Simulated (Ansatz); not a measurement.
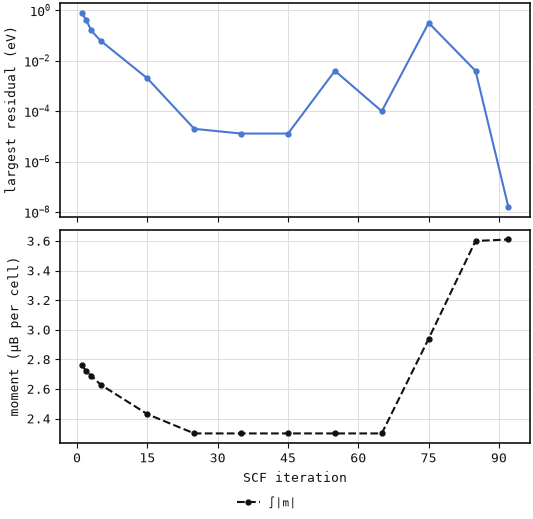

The plot shows the SCF iterations of a calculation: largest residual, magnetic moments. Only some iterations were kept.

Program: Ansatz.

```
crystal:
  atoms:
    - { position: [0.3333333333, 0.6666666667, 0.25], spin: 1.729722, symbol: Co }
    - { position: [0.6666666667, 0.3333333333, 0.75], spin: 1.729744, spin_axis: [-0.141997726, 0, -0.989866984], symbol: Co }
  lattice:
    - [2.509973182826, 0, 0]
    - [-1.254986591413, 2.173700539157, 0]
    - [0, 0, 4.073825640574]
hamiltonian:
  pseudopotentials: { kind: paw }
  xc: pbe
kpoints:
  mp_grid: { grid: [6, 6, 4] }
magnetization:
  noncollinear: true
scf:
  occupations: { method: gaussian, width: "0.1 eV" }
```

> How did this run end?

It converged, after 92 iterations. The residual falls unevenly and jumps up by a factor of two or more twice between kept points, most sharply before step 75 (by about 4 orders of magnitude).

> What is the residual at the start and at the end?

It starts near 0.8 and ends near 2 × 10⁻⁸ eV.

> What happens to the magnetisation?

The integral of |m| doesn't settle. Over the last points it still swings between 2.3 and 3.6 μB per cell.
